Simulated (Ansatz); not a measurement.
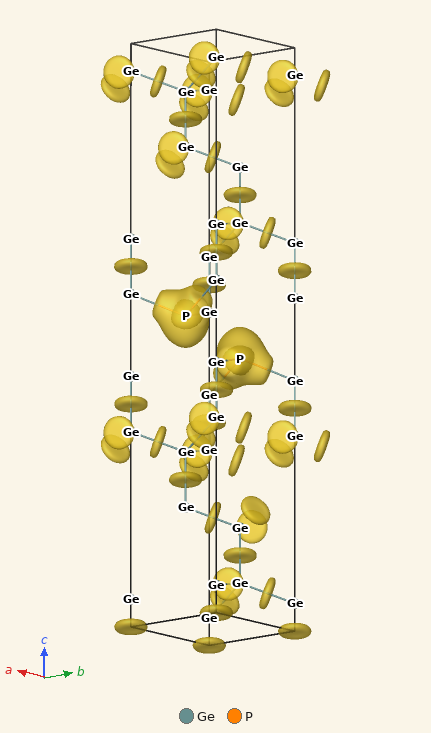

Figure 1: Ge7P. Isosurface of the electron localisation function at 0.65 (yellow), seen at an oblique angle. Only the valence region is drawn (cores and ρ < 0.01 e/Å³ removed). Sticks mark near contacts.

Space group P-3m1; a generated structure, not necessarily the stable one; changed on purpose from its base cell (volume × 0.94, shape and atoms relaxed); computed pressure about 4 GPa in this cell.

All numbers below come from Ansatz, DFT PBE, scalar-relativistic, plane waves, PAW.

> Describe the localisation domains.

The surface consists of 25 regions between bonded Ge–Ge atoms and two regions on P in which the atom's valence shell and bonds are merged, counted in one cell of 16 atoms. Any copies at cell faces, edges or corners count once.

Values along the shortest contacts:
Ge–Ge (2.42 Å): the ELF peaks at about 0.75 between the atoms. Ge–P (2.45 Å): the ELF peaks at about 0.90 in the valence shell of P, 0.8 Å from its nucleus, and is about 0.80 at the midpoint.
